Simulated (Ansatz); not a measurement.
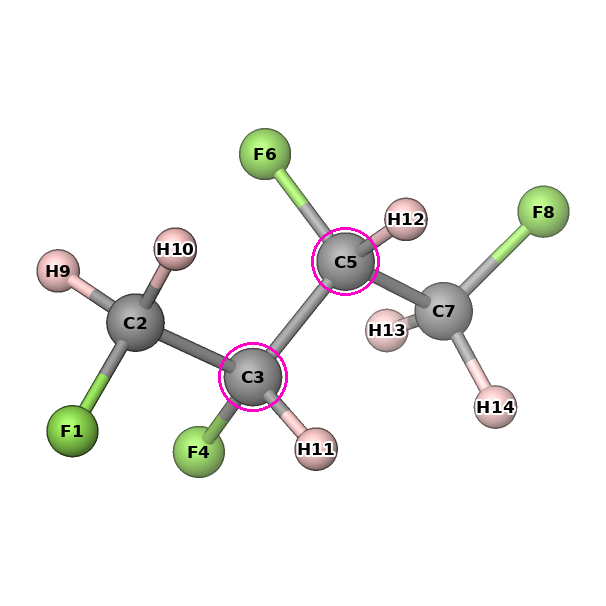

Depth is shown by fading: the farther an atom, the more it takes the colour of the background. Circles mark the stereogenic atoms. The computed structure is the end point of a PBE0-D4/def2-TZVP optimisation. No frequency run is at hand to confirm it as a minimum.

Assign CIP descriptors.

C3: R (priorities F4 > C5 > C2 > H11); C5: R (priorities F6 > C3 > C7 > H12).
